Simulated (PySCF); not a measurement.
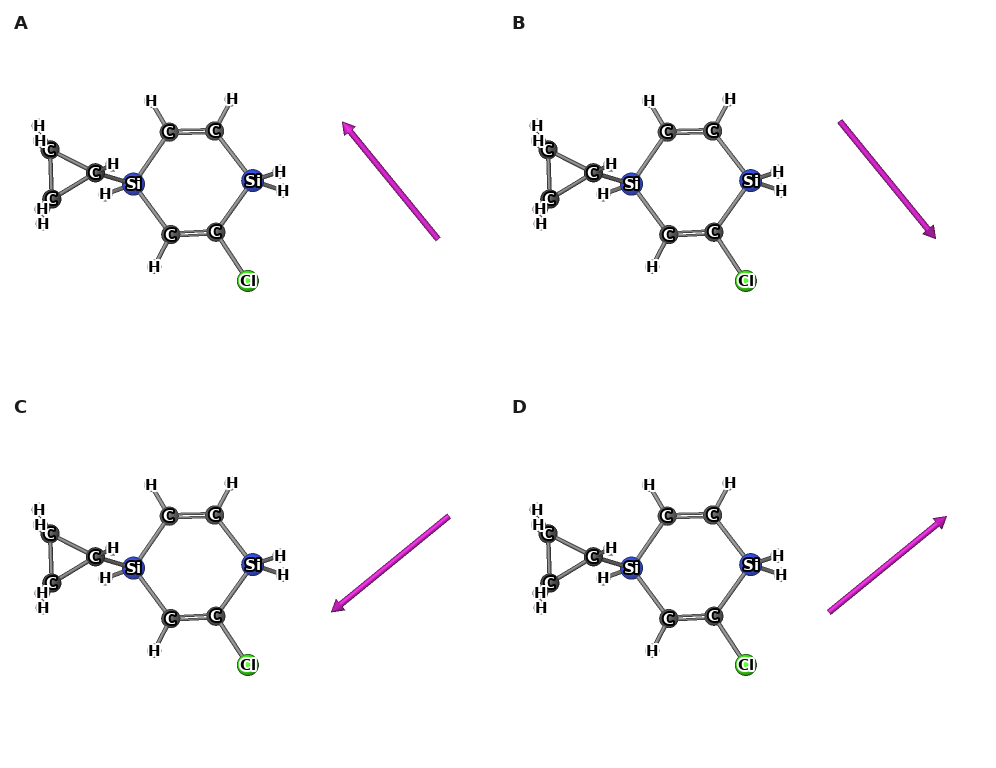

The same molecule four times, each with an arrow. Computed geometry: GFN2-xTB optimisation. No frequency run is at hand to confirm it as a minimum. Properties computed with PBE0/pcSseg-1, gas phase (PySCF 2.14.0).

Which arrow points along the dipole moment, from the negative to the positive end?

Answer. A. The dipole moment is 2.35 D.

The geometry is semi-empirical. Around Si such bond lengths and angles can be off by a tenth of an ångström or more and by several degrees, and values that hang on the shape move with them.
